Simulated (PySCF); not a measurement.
| atom | x (Å) | y (Å) | z (Å) |
| --- | --- | --- | --- |
| W | 0.0000 | 0.0000 | -0.3829 |
| O | 0.9143 | 0.9514 | 0.6455 |
| O | -0.9143 | -0.9514 | 0.6455 |
| O | 1.4004 | -1.3431 | -1.1078 |
| H | 1.2663 | -2.3165 | -1.2121 |
| H | 2.3705 | -1.1726 | -1.1930 |
| O | -1.4004 | 1.3431 | -1.1078 |
| H | -1.2663 | 2.3165 | -1.2121 |
| H | -2.3705 | 1.1726 | -1.1930 |

Core potentials replace the inner electrons of W.

All numbers below come from RKS r2SCAN, W def2-SVP with ECP60, O def2-SVP, H def2-SVP; non-relativistic Hamiltonian with scalar-relativistic core potentials where named; density fitting in PySCF 2.14.0.

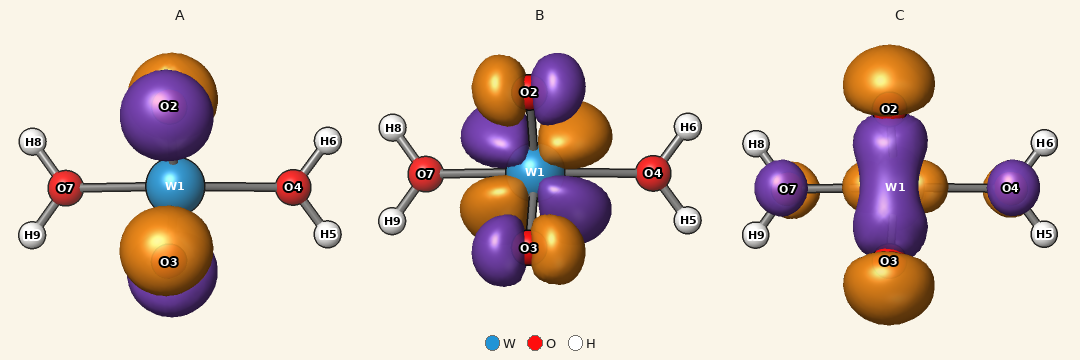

H$_{4}$O$_{4}$W (charge +2). Three frontier orbitals at ±0.15 Å⁻³ᐟ² (orange and purple are the two phases), in no order.

Which picture is the HOMO−1, the HOMO and the LUMO?

Answer. C is the HOMO−1 (−20.32 eV). Its weight (Hirshfeld) is mainly on O2 (about 35 %), O3 (about 35 %), W1 (about 20 %), O4 (about 5 %) and O7 (about 5 %); largely a combination of lone pairs on O2, O3, O4 and O7. A is the HOMO (−18.92 eV). Its weight (Hirshfeld) is mainly on O2 (about 45 %) and O3 (about 45 %); largely a combination of lone pairs on O2 and O3. B is the LUMO (−14.16 eV). Its weight (Hirshfeld) is mainly on W1 (about 55 %), O2 (about 20 %) and O3 (about 20 %).

What is the HOMO–LUMO gap?

Answer. 4.76 eV between the orbital energies.
